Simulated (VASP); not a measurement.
Band structure of Al$_{2}$B$_{2}$N$_{4}$ (ordered alloy cell). Calculation: PBEsol GGA, VASP's PBE PAW potentials (set 64) (plane waves; VASP).

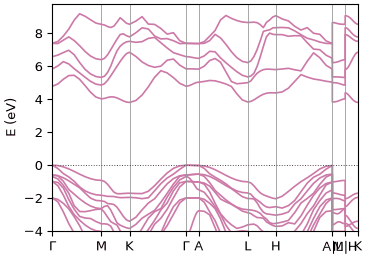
Figure: Bands along high-symmetry lines, zero at the valence-band maximum or, without a gap, the Fermi level

Q: Read the plot: is there a gap, and where are the band edges?

A: The gap is indirect, 3.81 eV, from the valence maximum at Γ to the conduction minimum at K. (Edges off the drawn lines would not show.)

The structure was generated: Al2B2N4 was put into an ordered model structure (P3m1), which need not be its known phase. It was relaxed first.
